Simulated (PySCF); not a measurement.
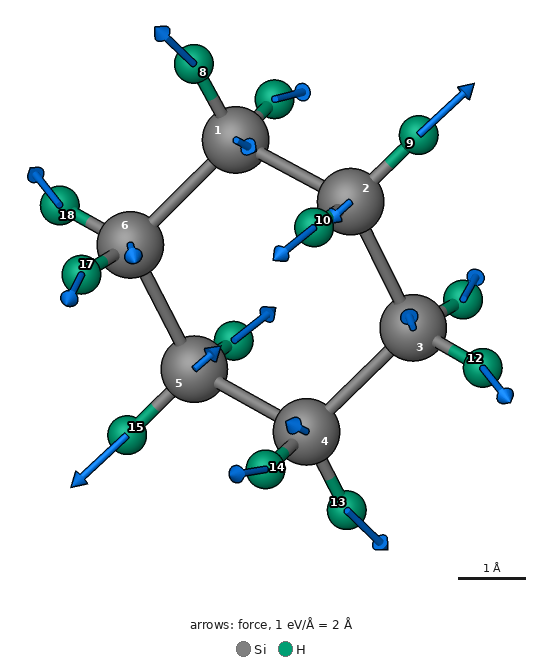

Starting geometry of Si₆H₁₂ with the computed forces as blue arrows. Style: ball-and-stick. Shown from a free direction.

The start comes from GFN2-xTB.

These are results of PySCF 2.14.0, density-fitted response routines, PBE0-D3(BJ)/def2-SVP geometry optimisation, gas phase, not measurements. 

What follows when this structure is relaxed?

It isn't relaxed: the largest force vector, on H atoms, is 0.60 eV/Å. The final displacements have little in common with the starting forces (cosine between the two patterns 0.27). The energy falls by 0.239 eV in 8 geometry steps. An H atom moves most after the best rigid fit: 0.29 Å. Largest moves by element: H 0.29 Å, Si 0.11 Å. Near-neighbour distances that change, for instance: H–Si 1.473 → 1.498 Å, Si–Si 2.326 → 2.347 Å. Among the angles between lasting bonds that change: H–Si–H 103.3° → 108.6°, Si–Si–Si 112.9° → 108.6°, Si–Si–Si 112.5° → 108.4°.
